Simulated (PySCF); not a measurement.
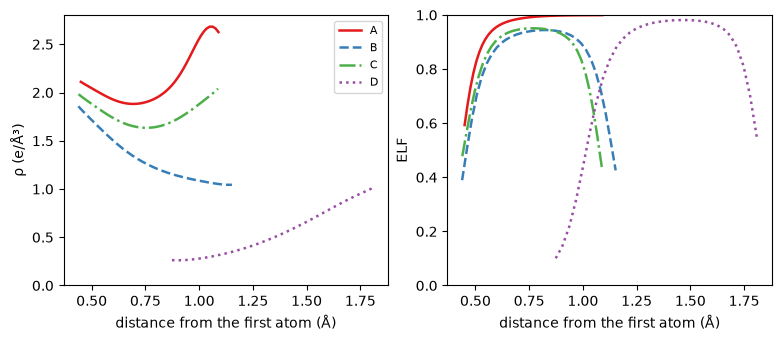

*C₆H₁₄AlP. Electron density and electron localisation function along straight lines between neighbouring atoms. The curves leave out the atomic cores.*

Geometry: GFN2-xTB.

Computed with PySCF, PBE0/pcSseg-1, SCF density, gas phase, non-relativistic.

The calculation's input:

```
{"job": {"kind": "nmr", "xc": "PBE0", "basis": "pcSseg-1"}, "charge": 0, "multiplicity": 1}
Al     3.045257    -0.162038    -1.462687
P      0.816543    -0.026317    -0.347659
C      0.402284     1.175881     0.994867
C     -1.135748     1.250054     1.039704
C     -1.679841     0.229504     0.034174
C     -1.459794    -1.193127     0.560002
C      0.047346    -1.499264     0.462370
C     -0.778681     0.350698    -1.192203
H      2.801588    -1.555516    -2.146527
H      3.929975    -0.110605    -0.166672
H      2.903339     1.141845    -2.324978
H      0.851469     2.143424     0.763798
H      0.836907     0.828862     1.933891
H     -1.472288     2.249701     0.761976
H     -1.512467     1.040625     2.040767
H     -2.734163     0.411865    -0.185550
H     -2.026527    -1.899093    -0.048822
H     -1.815622    -1.281728     1.586573
H      0.510888    -1.658217     1.437590
H      0.245199    -2.385467    -0.143933
H     -1.007296    -0.380716    -1.967529
H     -0.778779     1.349017    -1.630000
```

Launched as:

```sh
OMP_NUM_THREADS=1 python probes_run.py task.json out
```

> Which curve belongs to which contact (Al–P, C–C, C–H and C–P)? The first atom named is at distance zero.

Curve A: C–H (1.09 Å): the density is about 2 e/Å³ at the midpoint; the ELF climbs to about 1 towards the hydrogen, as it does in any bond to H; an ordinary covalent bond to hydrogen. Curve B: C–P (1.84 Å): ρ is about 1.1 e/Å³ halfway; the ELF peaks at about 0.95 between the atoms (localised, covalent bonding). Curve C: C–C (1.53 Å): the density is about 1.6 e/Å³ at the midpoint; the ELF peaks at about 0.95 between the atoms, as expected for a covalent bond. Curve D: Al–P (2.50 Å): ρ is about 0.41 e/Å³ halfway, with its minimum of 0.26 e/Å³ about 0.9 Å from Al; the ELF peaks at about 1 between the atoms: a shared electron pair.
